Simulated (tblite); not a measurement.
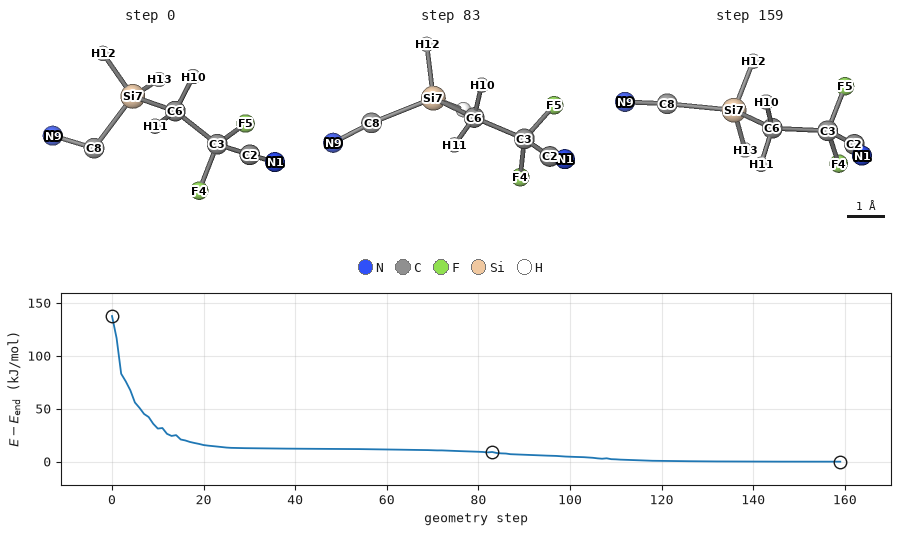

Frames of a relaxation of C4H4F2N2Si (charge −1, multiplicity 2), marked on the history of the run. A ball-and-stick model, seen at a tilt.

All numbers below come from tblite 0.8.0, GFN2-xTB geometry optimisation, gas phase. 

### What happens along the run?

The largest move after the best rigid fit is that of H13, 1.96 Å. By element the largest moves are H 1.96 Å, N 1.52 Å, F 1.43 Å, C 1.43 Å, Si 0.47 Å. Among the contacts that change: C8–N9 1.297 → 1.170 Å, C6–Si7 1.854 → 1.947 Å, C2–C3 1.501 → 1.454 Å, C6–H10 1.121 → 1.092 Å. Bond angles that change, for instance: Si7–C8–N9 114.7° → 167.7°, N1–C2–C3 178.8° → 160.1°, H12–Si7–H13 103.9° → 115.9°. Groups turn about C6–Si7 by about 110°. After 159 geometry steps the energy has fallen by 137.6 kJ/mol. Cost: 2.1 s on 1 thread of Arm Neoverse N1, with other jobs on the host. From step 0 to 83: C8 moves most (0.93 Å), energy −128.5 kJ/mol. From step 83 to 159: H13 moves most (1.06 Å), energy −9.15 kJ/mol.
